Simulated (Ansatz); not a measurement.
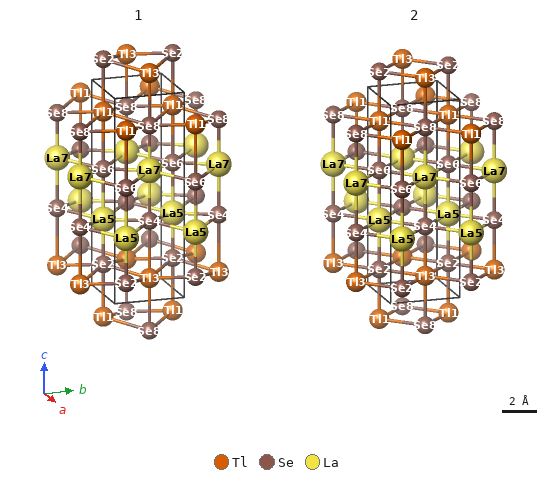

Two geometries of solid LaTlSe₂ (a generated structure, set up in P4/nmm), drawn at one scale. One is the start of a relaxation, the other its converged end. The picture is a ball-and-stick view of the cell of the calculation, seen slightly off an axis.

These are results of Ansatz, DFT, PBEsol, plane waves, PAW, not measurements. (plane-wave cutoff 420 eV; k-point mesh 6 × 6 × 2; occupations fermi dirac; smearing width 0.03 eV; no spin polarisation; cell and atoms relaxed; force threshold 0.01 eV/Å; at most 120 steps)

Question: Which geometry has the lower energy?

Answer: Structure 1 is the relaxed one. The largest moves relative to the cell, 0.27 Å, are those of Se2 and Se8. Se8 goes along −c. Largest moves by element: Se 0.27 Å, Tl 0.19 Å, La 0.12 Å. Cell: a = b 4.317 → 4.332 Å (+0.3 %), c 12.210 → 12.649 Å (+3.6 %). Volume +4.3 %. Near-neighbour distances that change, for instance: Tl1–Se6 3.053 → 3.530 Å, La7–Se8 3.053 → 2.772 Å, Tl1–Se2 3.053 → 3.236 Å, La5–Se6 3.053 → 3.111 Å. Among the angles between lasting bonds that change: Tl1–Se8–Tl1 180.0° → 162.8°, Se2–Tl3–Se2 180.0° → 162.8°, La5–Se4–La5 180.0° → 169.0°. The space group stays P4/nmm (No. 129). After 6 accepted moves (7 points after the start) the energy has fallen by 0.561 eV per cell of the calculation. Largest force component: 0.96 eV/Å at the start, 0.0035 eV/Å at the end. The pressure goes from −0.45 to 0.02 GPa. At 1 point the geometry stayed and the basis and grid were re-selected for the new cell (energy shift of 1.0 meV per cell of the calculation at most each time). Cost: 53 s on 4 threads of Arm Neoverse V1, with other jobs on the host, peak memory 0.86 GiB.
